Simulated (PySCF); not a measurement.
| atom | x (Å) | y (Å) | z (Å) |
| --- | --- | --- | --- |
| C | -2.1762 | -1.1075 | 0.7486 |
| C | -1.2704 | -0.1490 | 0.7649 |
| C | -1.1380 | 0.9197 | -0.2698 |
| C | 0.1327 | 0.7281 | -1.0974 |
| Ge | 1.8058 | 0.7019 | 0.0039 |
| P | 2.5408 | -1.3587 | 0.7258 |
| H | -2.9229 | -1.1668 | -0.0271 |
| H | -2.2199 | -1.8677 | 1.5101 |
| H | -0.5320 | -0.1055 | 1.5601 |
| H | -2.0101 | 0.9120 | -0.9292 |
| H | -1.0924 | 1.8931 | 0.2273 |
| H | 0.2149 | 1.5331 | -1.8278 |
| H | 0.0628 | -0.2074 | -1.6558 |
| H | 1.6341 | 1.6353 | 1.1832 |
| H | 2.9218 | 1.3479 | -0.7920 |
| H | 2.7727 | -1.7868 | -0.5736 |
| H | 1.2694 | -1.9097 | 0.7378 |

Geometry: GFN2-xTB.

Method: PBE0/def2-SVPD, SCF density, gas phase (PySCF 2.14.0).

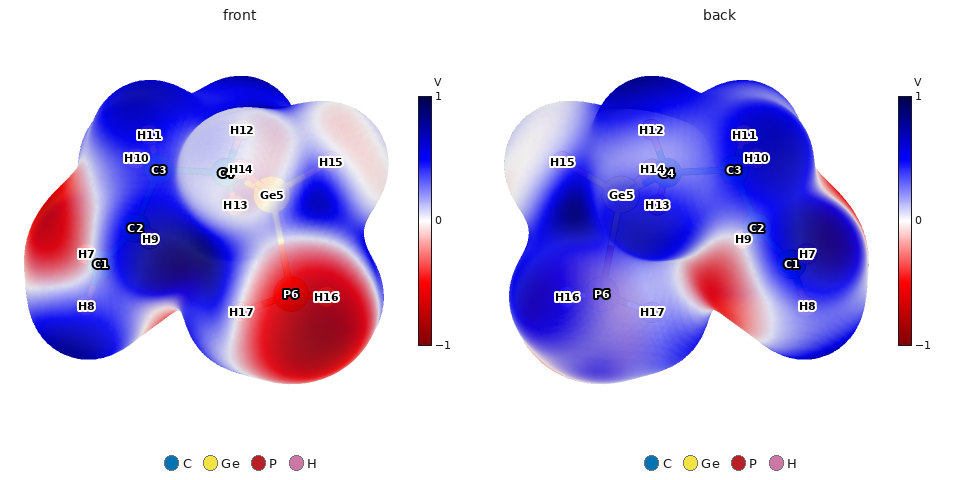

C₄H₁₁GeP. The electrostatic potential painted on the density surface at 0.002 e/bohr³, seen from the front and from behind; the colour scale runs from red (negative) to blue (positive).

**Which sites attract a positive test charge, and which a negative one?**

A positive charge is drawn to the negative regions and a negative charge to the positive ones. The most negative region (about −0.8 V) lies over P6, the most positive (about +0.9 V) over Ge5 and H9.

**What dipole moment does the calculation give?**

Its dipole moment is 1.49 D.
